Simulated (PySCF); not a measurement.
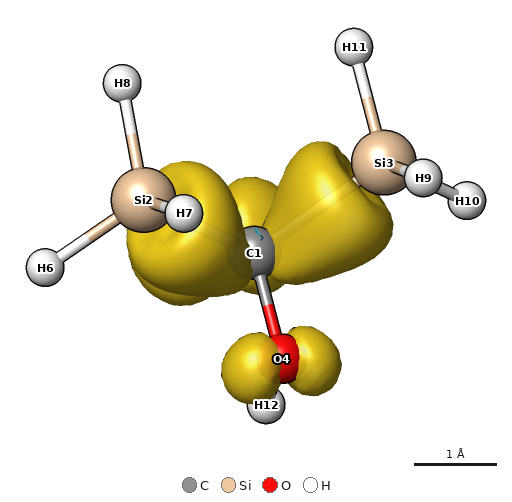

Figure 1: CH$_{7}$O$_{2}$Si$_{2}$ (SMILES [O]C(O)([SiH3])[SiH3]) (doublet). Isosurfaces of the spin density at +0.03 (yellow) and −0.03 e/Å³ (cyan), seen at a tilt.

Geometry: PBE0-D3(BJ)/def2-SVP.

Theory: PySCF 2.14.0, density-fitted response routines, UKS B3LYP, IGLO-III on C O Si, pcH-1 on H, non-relativistic, mean-field spin-orbit, GIAO.

```yaml
atoms:
  - { symbol: C, position_ang: [0.1614, -0.5899, -0.1332] }
  - { symbol: Si, position_ang: [-1.1065, -0.0060, 1.2562] }
  - { symbol: Si, position_ang: [0.6294, 1.0230, -1.1585] }
  - { symbol: O, position_ang: [1.3365, -0.9874, 0.5394] }
  - { symbol: O, position_ang: [-0.4158, -1.4350, -0.8954] }
  - { symbol: H, position_ang: [-1.4682, -1.2278, 2.0262] }
  - { symbol: H, position_ang: [-0.4523, 1.0012, 2.1396] }
  - { symbol: H, position_ang: [-2.2969, 0.5829, 0.5832] }
  - { symbol: H, position_ang: [1.2898, 2.0118, -0.2595] }
  - { symbol: H, position_ang: [1.5635, 0.5802, -2.2300] }
  - { symbol: H, position_ang: [-0.6234, 1.5888, -1.7304] }
  - { symbol: H, position_ang: [1.4754, -1.9125, 0.2833] }
```

**Describe the spin distribution.**

The unpaired spin (1 electron) lies mostly on O5 (about 0.5), C1 (about 0.2), Si2 (about 0.1), Si3 (about 0.1) and O4 (about 0.1), in electrons by Hirshfeld's partition.
